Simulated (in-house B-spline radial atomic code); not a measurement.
**Pm³⁺: ionisation energy by several methods**

How far do functionals differ on the ionisation energy of Pm³⁺? Each run solves Pm³⁺ and then the next ion ([Xe] 4f3).

Method: scalar-relativistic (X2C), several functionals, spin-polarised; spherical all-electron atom at the radial basis limit. Code: in-house B-spline radial atomic code version 1.

**1. Starting point**

| Item | Value |
| --- | --- |
| element | promethium (Z = 61) |
| charge | +3 |
| electrons | 58 |
| configuration | [Xe] 4f4 |
| nucleus | Fermi, rms radius 4.962 fm |

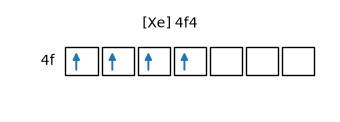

Occupation of the outer shells (arrows by Hund's rule).

Where spins are not typed, each open shell is filled with up spins first.

**2. TPSS, a meta-GGA**

Settings of the run:

```ini
Z = 61
electrons = 58.0
configuration = [Xe] 4f4
hamiltonian = x2c
method = tpss,tpss
spin_polarised = True
nucleus = fermi
rms_radius = 4.961999461404065
mass_number = 145
atomic_mass = 144.912755748
speed_of_light = 137.035999084
```

**3. LDA (PW92)**

Changes to the settings of step 2:

```diff
@@ -4,3 +4,3 @@
 hamiltonian = x2c
-method = tpss,tpss
+method = lda,pw
 spin_polarised = True
```

**4. RPBE, a GGA**

Changes to the settings of step 3:

```diff
@@ -4,3 +4,3 @@
 hamiltonian = x2c
-method = lda,pw
+method = rpbe,pbe
 spin_polarised = True
```

**5. PW91, a GGA**

Changes to the settings of step 4:

```diff
@@ -4,3 +4,3 @@
 hamiltonian = x2c
-method = rpbe,pbe
+method = pw91,pw91
 spin_polarised = True
```

**6. PBE, a GGA**

Changes to the settings of step 5:

```diff
@@ -4,3 +4,3 @@
 hamiltonian = x2c
-method = pw91,pw91
+method = pbe,pbe
 spin_polarised = True
```

**7. AM05, a GGA**

Changes to the settings of step 6:

```diff
@@ -4,3 +4,3 @@
 hamiltonian = x2c
-method = pbe,pbe
+method = am05
 spin_polarised = True
```

**Question.** The tabulated ionisation energy is 41.17 ± 0.09 eV (semi-empirical; NIST Atomic Spectra Database). What does each method give, and which comes nearest?

As calculated:

| method | rung | total energy (hartree) | ΔSCF (eV) | −ε highest (eV) | ΔSCF less tabulated (eV) |
| --- | --- | --- | --- | --- | --- |
| LDA (PW92) | LDA | -10010.6146 | 42.516 | 33.140 (4f up) | +1.346 |
| RPBE | GGA | -10018.6166 | 42.166 | 32.810 (4f up) | +0.996 |
| PW91 | GGA | -10019.3786 | 42.309 | 32.945 (4f up) | +1.139 |
| PBE | GGA | -10018.1647 | 42.219 | 32.861 (4f up) | +1.049 |
| AM05 | GGA | -10011.0115 | 42.316 | 32.943 (4f up) | +1.146 |
| TPSS | meta-GGA | -10018.1124 | 42.004 | 32.660 (4f up) | +0.834 |

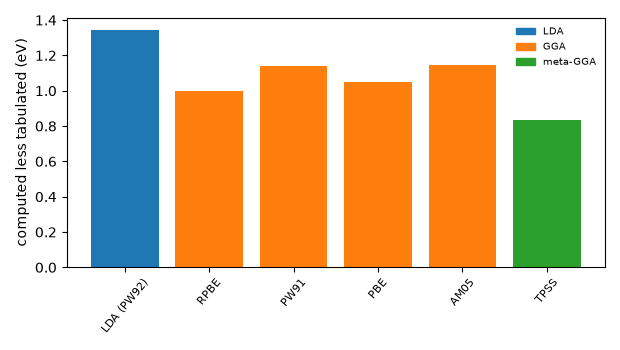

Error of each method against the tabulated value; one colour a rung.

What this shows: The tabulated ionisation energy is 41.17 ± 0.09 eV (semi-empirical; NIST Atomic Spectra Database). TPSS comes nearest (+0.834 eV) and LDA (PW92) is farthest (+1.346 eV, 3.3 %). Mean absolute error by rung (exchange-only levels left out): LDA 1.35 eV, GGA 1.08 eV, meta-GGA 0.83 eV. All methods miss on the same side by much the same amount, which points to something that they share. Relativistic terms that these runs lack can be as large as the gaps between close methods, so the nearest may be so by luck. PBE is off by +1.049 eV. Spin-orbit coupling is left out. Open shells are averaged (over orientations, and over spins where the run is restricted), while tables refer to the lowest levels. For the semilocal functionals minus the highest level recovers only 78 % of their own ΔSCF value, a mark of self-interaction.
